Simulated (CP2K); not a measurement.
Consider bicarbonate at its PBE geometry (Å).

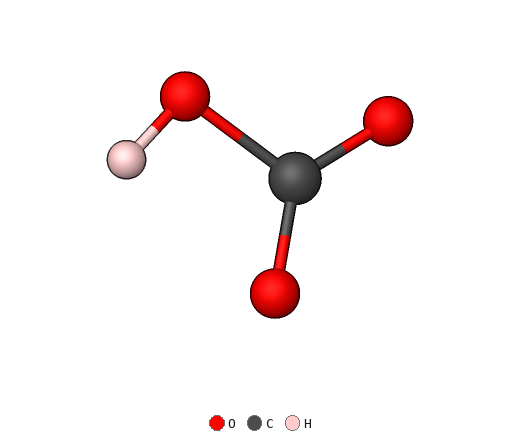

The molecule (oxygen red, carbon dark grey, hydrogen pink).

```xyz
5

O     0.7017   -0.7505    0.2973
C    -0.4456    0.0770   -0.1187
O    -1.5141   -0.5570   -0.2587
O    -0.1362    1.2957   -0.2603
H     1.3942   -0.0651    0.3405
```

Method: CP2K XAS_TDP, all-electron GAPW, PBEh(45%), aug-cc-pVTZ, TDA, GW2X-corrected core level, no relativity.

Question: Predict the bright core excitations at the C K edge.

Leading lines: C2 290.54 eV. The leading line of an atom is its first one with 35 % of the strongest within 2.5 eV of its lowest line over the strength cut. Core ionisation energies at this level: C2 289.74 eV.

The first six lines of each atom with a strength over 0.0015:

| atom | energy (eV) | states | strength, one atom | above the computed threshold |
| --- | --- | --- | --- | --- |
| C2 (bonded to 3 O) | 290.54 | 1 | 0.0857 | yes |
|  | 293.73 | 1 | 0.0034 | yes |
|  | 294.38 | 1 | 0.0304 | yes |
|  | 294.70 | 1 | 0.0029 | yes |
|  | 295.93 | 1 | 0.0157 | yes |
|  | 297.75 | 1 | 0.0257 | yes |

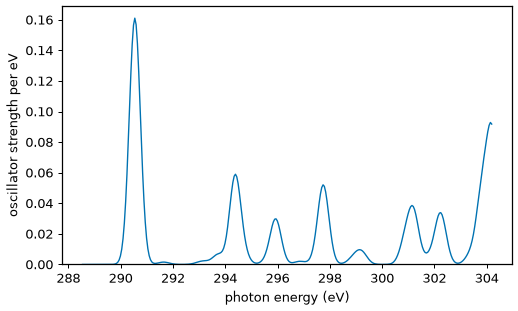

All atoms added, broadened by 0.5 eV.

Lines are vertical, at one geometry, with no vibrational structure. GW2X ionisation energies and lines can be off by 1 to 2 eV either way, and a good line position may hide errors that cancel. These values hold no scalar relativity, about 0.1 eV for C 1s. Rydberg lines, and the discretised continuum above threshold, depend on the basis and the box. The ion (charge -1) is isolated, with no counter-ion or solvent. In an isolated anion many lines lie above the ionisation threshold and are held only by the finite basis.

[Banner, clock and machine lines of the logs are left out without a mark of their own.]

[Logs are printed without paths, hosts, clocks, repeated set-up lines and the standing remarks that a program may print on its own settings, such as how far it seeks lower states.]

[Hosts, paths, dates, database ids (printed as entryN), source tags and the programs' standing remarks are cut or masked in the printed files.]
